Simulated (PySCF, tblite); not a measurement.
# C5H8O4: dynamics, then NMR shifts on frames, part 2 of 2

tblite 0.8.0 and PySCF 2.14.0. Atoms count from 0. Earlier steps stand in the parts before.

### Step 5. NMR shieldings: 625 fs, PBE0/pcSseg-1

The job: settings as JSON, then the geometry in Å.

```
{"job": {"kind": "nmr", "xc": "PBE0", "basis": "pcSseg-1", "pop": false}, "charge": 0, "multiplicity": 1}
C      2.579100     1.337900     0.329800
O      1.683100     0.533500     0.948800
C      0.682400     0.077300     0.185100
O      0.718200     0.245900    -1.034300
C     -0.197600    -0.851200     1.131300
O     -1.609500    -0.740400     1.075500
C     -2.043300     0.459100     0.826000
C     -3.524600     0.425200     0.562800
O     -1.331900     1.397000     0.810600
H      3.126900     1.956200     1.076600
H      3.190500     0.763400    -0.313000
H      2.054300     2.064900    -0.284300
H      0.016500    -1.913500     0.977300
H      0.166800    -0.520300     2.113200
H     -4.065400     0.206600     1.432400
H     -3.727200    -0.109300    -0.374800
H     -3.893900     1.492500     0.371000
```

Level: GIAO PBE0/pcSseg-1 NMR shielding, non-relativistic, gas phase.

What it wrote:

```text
coarse grid: 14736 points
cycle   1  E = -495.2673953161  dE =  1.746e+00  |g| = 1.210e+00  |ddm| = 3.625e+00
cycle   2  E = -494.5924667774  dE =  6.749e-01  |g| = 2.259e+00  |ddm| = 2.242e+00
cycle   3  E = -495.5147225721  dE = -9.223e-01  |g| = 3.502e-01  |ddm| = 1.685e+00
cycle   4  E = -495.5355071565  dE = -2.078e-02  |g| = 1.213e-01  |ddm| = 2.822e-01
cycle   5  E = -495.5377983790  dE = -2.291e-03  |g| = 3.302e-02  |ddm| = 7.690e-02
cycle   6  E = -495.5379904067  dE = -1.920e-04  |g| = 1.424e-02  |ddm| = 2.794e-02
cycle   7  E = -495.5380240649  dE = -3.366e-05  |g| = 4.280e-03  |ddm| = 1.019e-02
cycle   8  E = -495.5380274042  dE = -3.339e-06  |g| = 8.684e-04  |ddm| = 2.874e-03
final grid: 143848 points
cycle   9  E = -495.6325359908  dE = -2.213e-05  |g| = 1.622e-02  |ddm| = 2.349e-02
cycle  10  E = -495.6324677367  dE =  6.825e-05  |g| = 2.543e-02  |ddm| = 2.263e-02
cycle  11  E = -495.6325803040  dE = -1.126e-04  |g| = 3.326e-03  |ddm| = 1.486e-02
cycle  12  E = -495.6325822648  dE = -1.961e-06  |g| = 4.823e-04  |ddm| = 2.045e-03
cycle  13  E = -495.6325823037  dE = -3.882e-08  |g| = 1.657e-04  |ddm| = 3.904e-04
cycle  14  E = -495.6325823086  dE = -4.993e-09  |g| = 6.686e-05  |ddm| = 1.345e-04
cycle  15  E = -495.6325823094  dE = -7.409e-10  |g| = 1.689e-05  |ddm| = 4.745e-05
converged SCF energy = -495.6325823094

GIAO shielding tensors (ppm)
atom      isotropic    diamagn.    paramagn.     s11        s22        s33       span
  0 C      138.515     245.995    -107.480    113.729    122.495    179.322     65.594
  1 O      131.871     401.582    -269.712    -66.900    223.873    238.639    305.538
  2 C        5.013     254.442    -249.429    -98.918     49.942     64.015    162.933
  3 O     -126.642     405.488    -532.130   -412.190   -286.805    319.069    731.260
  4 C      114.025     247.438    -133.413     87.616    113.876    140.584     52.968
  5 O      140.465     401.735    -261.270     -7.831    192.798    236.429    244.260
  6 C       20.110     252.407    -232.297    -75.773     54.260     81.843    157.617
  7 C      165.642     247.038     -81.396    139.516    160.821    196.589     57.073
  8 O      -94.762     408.338    -503.101   -361.783   -195.924    273.420    635.203
  9 H       27.502      27.370       0.131     23.740     25.815     32.950      9.211
 10 H       28.814      30.085      -1.271     24.548     26.347     35.548     11.000
 11 H       27.686      30.680      -2.994     24.139     26.417     32.502      8.363
 12 H       27.121      30.044      -2.923     23.683     27.157     30.524      6.841
 13 H       26.951      31.425      -4.474     22.075     27.176     31.601      9.525
 14 H       30.201      26.521       3.680     26.291     28.873     35.439      9.147
 15 H       29.024      27.712       1.311     25.109     27.715     34.248      9.139
 16 H       28.779      25.924       2.855     24.795     27.265     34.277      9.482
```

Wall time 44 s (1 thread of Arm Neoverse N1, shared host); peak memory 0.87 GiB.

In short: δ C2 181.9, C6 166.8, C4 72.9, C0 48.4, H13 4.77, H12 4.60 ppm.

### Step 6. Nuclear shieldings: 800 fs, PBE0/pcSseg-1

The job: settings as JSON, then the geometry in Å.

```
{"job": {"kind": "nmr", "xc": "PBE0", "basis": "pcSseg-1", "pop": false}, "charge": 0, "multiplicity": 1}
C      2.368300     1.497700     0.750500
O      1.330800     0.595700     1.255300
C      0.454400    -0.002200     0.433400
O      0.283100     0.239400    -0.722300
C     -0.363300    -0.979000     1.193800
O     -1.709400    -0.662600     0.737600
C     -2.100900     0.508600     1.254500
C     -3.574100     0.716400     1.054400
O     -1.370800     1.207300     1.963000
H      1.896700     2.405800     0.317900
H      2.797000     1.893300     1.738700
H      3.099300     1.035900     0.057800
H     -0.121600    -1.900400     0.846900
H     -0.341900    -0.860400     2.243800
H     -3.990300    -0.280500     0.783600
H     -3.747200     1.170000     0.089600
H     -3.929300     1.320900     1.887900
```

Level: GIAO PBE0/pcSseg-1 NMR shielding, non-relativistic, gas phase.

What it wrote:

```text
coarse grid: 14736 points
cycle   1  E = -495.2658242892  dE =  1.570e+00  |g| = 1.206e+00  |ddm| = 3.631e+00
cycle   2  E = -494.6171767056  dE =  6.486e-01  |g| = 2.227e+00  |ddm| = 2.262e+00
cycle   3  E = -495.5140943944  dE = -8.969e-01  |g| = 3.330e-01  |ddm| = 1.668e+00
cycle   4  E = -495.5327429069  dE = -1.865e-02  |g| = 1.204e-01  |ddm| = 2.634e-01
cycle   5  E = -495.5350459302  dE = -2.303e-03  |g| = 2.773e-02  |ddm| = 7.195e-02
cycle   6  E = -495.5351881521  dE = -1.422e-04  |g| = 1.175e-02  |ddm| = 2.334e-02
cycle   7  E = -495.5352094561  dE = -2.130e-05  |g| = 4.662e-03  |ddm| = 9.161e-03
cycle   8  E = -495.5352134268  dE = -3.971e-06  |g| = 7.604e-04  |ddm| = 3.094e-03
final grid: 143848 points
cycle   9  E = -495.6306473988  dE = -1.715e-05  |g| = 1.713e-02  |ddm| = 2.713e-02
cycle  10  E = -495.6305705545  dE =  7.684e-05  |g| = 2.702e-02  |ddm| = 2.409e-02
cycle  11  E = -495.6306979933  dE = -1.274e-04  |g| = 2.533e-03  |ddm| = 1.561e-02
cycle  12  E = -495.6306991360  dE = -1.143e-06  |g| = 5.113e-04  |ddm| = 1.646e-03
cycle  13  E = -495.6306991793  dE = -4.328e-08  |g| = 1.687e-04  |ddm| = 3.965e-04
cycle  14  E = -495.6306991845  dE = -5.276e-09  |g| = 5.599e-05  |ddm| = 1.403e-04
cycle  15  E = -495.6306991850  dE = -4.868e-10  |g| = 2.373e-05  |ddm| = 4.751e-05
converged SCF energy = -495.6306991850

GIAO shielding tensors (ppm)
atom      isotropic    diamagn.    paramagn.     s11        s22        s33       span
  0 C      124.971     243.406    -118.436     93.514    104.407    176.991     83.477
  1 O      130.915     401.761    -270.847    -45.771    217.032    221.484    267.255
  2 C       10.164     256.429    -246.265    -91.505     51.019     70.978    162.483
  3 O      -82.521     408.121    -490.642   -331.303   -239.184    322.924    654.227
  4 C      121.081     250.652    -129.571     99.630    113.269    150.345     50.715
  5 O       91.569     401.660    -310.091    -95.453    175.940    194.220    289.673
  6 C       -1.305     250.125    -251.431   -105.332     28.430     72.986    178.318
  7 C      162.385     253.468     -91.083    137.483    148.730    200.944     63.461
  8 O     -144.768     406.132    -550.900   -437.339   -269.768    272.803    710.143
  9 H       26.988      29.832      -2.844     23.611     25.390     31.964      8.354
 10 H       26.423      26.375       0.048     22.600     25.040     31.631      9.031
 11 H       27.265      28.188      -0.923     23.693     24.902     33.200      9.507
 12 H       29.438      33.384      -3.945     26.687     28.671     32.957      6.270
 13 H       27.552      33.402      -5.850     24.800     27.042     30.814      6.014
 14 H       28.283      27.507       0.777     24.017     28.653     32.181      8.164
 15 H       29.288      29.904      -0.616     26.831     27.412     33.620      6.789
 16 H       29.076      25.803       3.272     24.817     27.740     34.670      9.853
```

Wall time 45 s (1 thread of Arm Neoverse N1, shared host); peak memory 0.87 GiB.

Key values: δ C6 188.2, C2 176.8, C4 65.8, C0 62.0, H10 5.29, H9 4.73 ppm.

### Step 7. NMR shieldings: 1000 fs, PBE0/pcSseg-1

The job: settings as JSON, then the geometry in Å.

```
{"job": {"kind": "nmr", "xc": "PBE0", "basis": "pcSseg-1", "pop": false}, "charge": 0, "multiplicity": 1}
C      1.963900     2.088000     1.194700
O      1.078600     0.920100     1.331300
C     -0.008700     0.885600     0.517100
O     -0.538000     1.718700    -0.202600
C     -0.410800    -0.598900     0.525900
O     -1.785500    -0.711000     0.884500
C     -2.294800     0.326500     1.613400
C     -3.736200     0.145100     1.855700
O     -1.715700     1.269100     2.096200
H      1.310800     2.973000     1.298300
H      2.749800     1.978600     1.894400
H      2.489500     2.186300     0.226400
H     -0.276900    -1.031200    -0.525000
H      0.151600    -1.306500     1.191200
H     -3.951700    -0.878200     1.647700
H     -4.454400     0.837200     1.280800
H     -3.953600     0.163100     2.960300
```

With the program's defaults for keys left out, this is: GIAO PBE0/pcSseg-1 NMR shielding, non-relativistic, gas phase.

What it wrote:

```text
coarse grid: 14736 points
cycle   1  E = -495.2556320389  dE =  1.435e+00  |g| = 1.209e+00  |ddm| = 3.617e+00
cycle   2  E = -494.5177599695  dE =  7.379e-01  |g| = 2.332e+00  |ddm| = 2.326e+00
cycle   3  E = -495.5024442790  dE = -9.847e-01  |g| = 3.688e-01  |ddm| = 1.776e+00
cycle   4  E = -495.5258160150  dE = -2.337e-02  |g| = 1.293e-01  |ddm| = 2.991e-01
cycle   5  E = -495.5285045016  dE = -2.688e-03  |g| = 2.806e-02  |ddm| = 7.446e-02
cycle   6  E = -495.5286698847  dE = -1.654e-04  |g| = 8.919e-03  |ddm| = 2.316e-02
cycle   7  E = -495.5286816963  dE = -1.181e-05  |g| = 4.566e-03  |ddm| = 7.294e-03
cycle   8  E = -495.5286853592  dE = -3.663e-06  |g| = 1.010e-03  |ddm| = 3.232e-03
final grid: 143848 points
cycle   9  E = -495.6243384873  dE = -6.854e-06  |g| = 1.785e-02  |ddm| = 2.324e-02
cycle  10  E = -495.6242503929  dE =  8.809e-05  |g| = 2.866e-02  |ddm| = 2.468e-02
cycle  11  E = -495.6243929574  dE = -1.426e-04  |g| = 2.745e-03  |ddm| = 1.597e-02
cycle  12  E = -495.6243943157  dE = -1.358e-06  |g| = 5.085e-04  |ddm| = 1.749e-03
cycle  13  E = -495.6243943601  dE = -4.442e-08  |g| = 1.577e-04  |ddm| = 4.035e-04
cycle  14  E = -495.6243943651  dE = -5.015e-09  |g| = 4.114e-05  |ddm| = 1.337e-04
cycle  15  E = -495.6243943653  dE = -2.370e-10  |g| = 2.161e-05  |ddm| = 3.777e-05
converged SCF energy = -495.6243943653

GIAO shielding tensors (ppm)
atom      isotropic    diamagn.    paramagn.     s11        s22        s33       span
  0 C      129.380     242.619    -113.239     90.197    113.800    184.143     93.946
  1 O      129.855     402.945    -273.090    -54.308    214.799    229.075    283.383
  2 C        6.469     258.720    -252.251    -97.610     50.621     66.396    164.005
  3 O     -104.119     405.922    -510.041   -377.131   -244.470    309.243    686.374
  4 C      111.620     248.167    -136.547     84.516    110.991    139.351     54.835
  5 O      124.794     400.269    -275.475    -41.939    184.142    232.178    274.117
  6 C        6.744     243.143    -236.399    -97.888     48.158     69.962    167.850
  7 C      163.605     246.739     -83.134    146.895    152.857    191.062     44.167
  8 O     -156.627     406.239    -562.866   -504.495   -232.789    267.402    771.897
  9 H       26.579      27.293      -0.713     22.614     25.151     31.974      9.360
 10 H       28.441      28.575      -0.134     24.828     26.796     33.699      8.871
 11 H       27.901      29.652      -1.751     24.350     25.797     33.557      9.207
 12 H       26.376      30.985      -4.609     24.005     25.477     29.647      5.642
 13 H       26.298      31.557      -5.259     22.711     26.013     30.171      7.460
 14 H       30.302      28.410       1.893     25.803     30.623     34.481      8.678
 15 H       27.821      23.853       3.968     24.695     25.492     33.274      8.579
 16 H       28.773      23.130       5.643     25.245     27.016     34.060      8.815
```

Run time: 43 s. Hardware: 1 thread of Arm Neoverse N1, shared host; peak memory 0.87 GiB.

This run: δ C2 180.5, C6 180.2, C4 75.3, C0 57.5, H13 5.42, H12 5.34 ppm.

### Step 8. Side by side: NMR shifts

Shifts (ppm) of some atoms, chosen among heavy atoms and hydrogens apart, with basis size and wall time:

```csv
frame,C6,C0,H10,H12,O8,O3,O5,functions,time
250 fs,183.9,55.3,4.51,3.00,484.4,419.2,215.5,193,44 s
425 fs,177.9,52.6,4.14,4.62,455.7,410.3,225.0,193,43 s
625 fs,166.8,48.4,2.90,4.60,430.8,462.7,195.6,193,44 s
800 fs,188.2,62.0,5.29,2.28,480.8,418.6,244.5,193,45 s
1000 fs,180.2,57.5,3.28,5.34,492.7,440.2,211.3,193,43 s
```

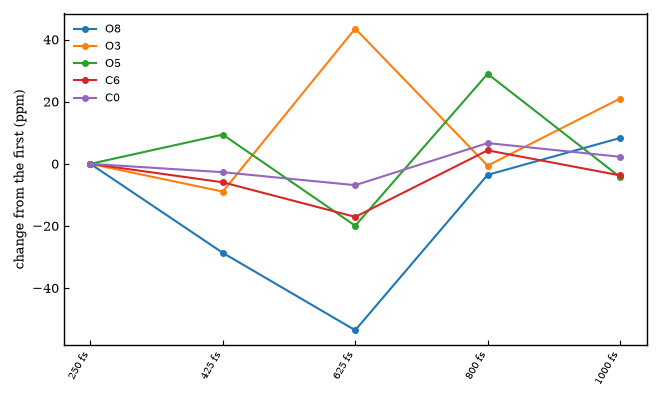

How five of the tabulated atoms move from run to run.

### Step 9. What came out

This closing draws on all 2 parts.

| quantity | value |
| --- | --- |
| thermostat | 400 K |
| mean temperature, second half | 472 K |
| mean potential energy above the minimum | 0.83 eV |
| 13C shifts against TMS (PBE0/pcSseg-1, 250 fs) | 183.9, 170.7, 64.2, 55.3, 21.0 ppm |
| 1H shifts against TMS (PBE0/pcSseg-1, 250 fs) | 4.51, 4.42, 4.06, 3.74, 3.44, 3.00, 2.26, 1.84 ppm |
| 17O shifts against H2O (PBE0/pcSseg-1, 250 fs) | 484.4, 419.2, 215.5, 196.8 ppm |
| range of the shift of O8 | 430.8 to 492.7 ppm |

What this shows: In the second half the potential energy averages 0.83 eV above the minimum; equipartition over 45 harmonic modes at 400 K would give 0.78 eV. With 17 atoms the temperature swings widely (269 to 645 K). Shifts at one fixed geometry are not the observed spectrum, which averages over the motion. In ppm, O8 moves most: its shift spreads over 61.9 ppm, from 430.8 (625 fs) to 492.7 (1000 fs).
